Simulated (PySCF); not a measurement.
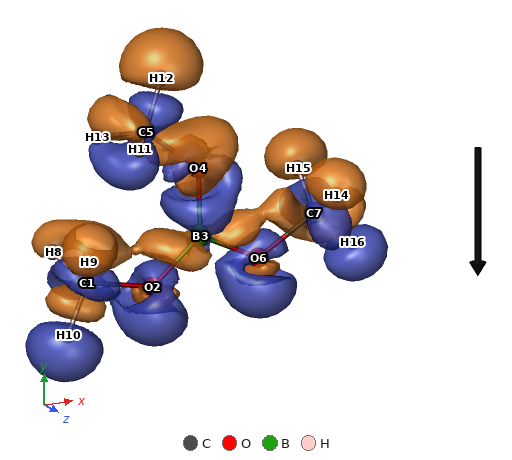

*C₃H₉BO₃, SMILES `COB(OC)OC`. Change of the electron density in a uniform field of 0.21 V/Å along −y (arrow), surfaces at ±0.0015 e/Å³ (orange: gain, blue: loss).*

Method: r2SCAN/6-31+G*; geometry: GFN2-xTB; program: PySCF. No frequency check shows the geometry to be a minimum. The basis has diffuse s and p functions alone, which still leaves polarisabilities too small, most of all across bonds.

Geometry (Å), atoms numbered from 1:

```
C1      -2.2187   -0.9830   -0.0033
O2      -0.8299   -1.2030    0.0077
B3       0.1741   -0.2862    0.0003
O4       0.1354    1.0826   -0.0047
C5      -0.9834    1.9343    0.0022
O6       1.4098   -0.8596   -0.0032
C7       2.5842   -0.0785    0.0008
H8      -2.5475   -0.5670   -0.9603
H9      -2.5359   -0.3201    0.8057
H10     -2.6885   -1.9586    0.1350
H11     -1.5157    1.8804    0.9560
H12     -0.6039    2.9494   -0.1316
H13     -1.6758    1.7044   -0.8109
H14      2.6579    0.5059    0.9213
H15      2.5993    0.6096   -0.8477
H16      3.4242   -0.7697   -0.0660
```

### What dipole is induced, and what polarisability does it imply?

The induced dipole is 0.61 D (along the field); α along this axis, from the fields in both directions, is 60 bohr³ (8.8 Å³).

### Which atoms gain and lose the most charge?

Electrons gather most on H12 (Hirshfeld charge changes by −0.009 e) and leave H10 most (+0.007 e); 0.063 electrons are displaced in all.
